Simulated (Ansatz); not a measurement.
# CaSe: pressure series

Start from CaSe in the zinc blende structure (space group F-43m, No. 216; a = 6.559 Å; a model cell, its experimental status unchecked).

Cell and atoms are relaxed at each pressure.

Level of theory: r2SCAN in Ansatz (plane waves to 500 eV, PAW, no SOC).

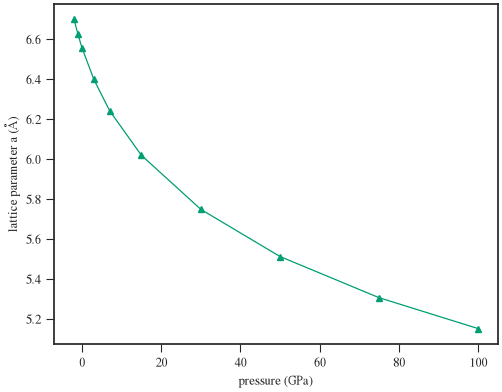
Fig. 1. Lattice parameter a against pressure

| pressure (GPa) | lattice parameter a |
|---|---|
| -2 | 6.702 Å |
| -1 | 6.626 Å |
| 3 | 6.400 Å |
| 7 | 6.243 Å |
| 15 | 6.020 Å |
| 30 | 5.749 Å |
| 50 | 5.513 Å |
| 75 | 5.307 Å |
| 100 | 5.152 Å |

Load acts through the strain it causes; cell and atoms are relaxed under it. No phonon test of stability was made. Competing high-pressure phases were not computed. This is not the structure that CaSe has at room temperature and ambient pressure.

Ansatz is a program for electronic structure.
